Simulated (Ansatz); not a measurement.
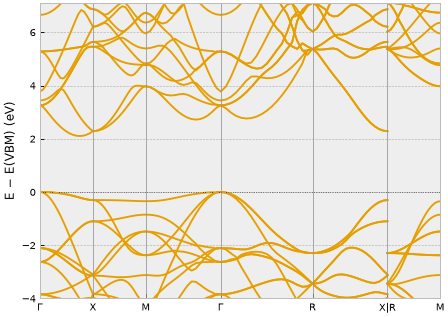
*Band structure from r²SCAN in the plane-wave PAW code Ansatz*

Task: Read off the gap and where the band edges lie.

Result: About 2.1 eV (2.10 eV by a search for the band edges); maximum at Γ, minimum on the Γ–X line, 75 % of the way from Γ.

The material is SiC in space group Pm-3n (No. 223; Si on 6c, C on 6d).

The start of the workflow was typed in or built on a structure type; neither database checked (COD, Materials Project) lists it. It is not the phase usual at ambient conditions (space group No. 186, 216). The r²SCAN relaxation kept the symmetry of its start; its stability against distortions is not shown here.

Potentials: the later of the program's two PAW sets.
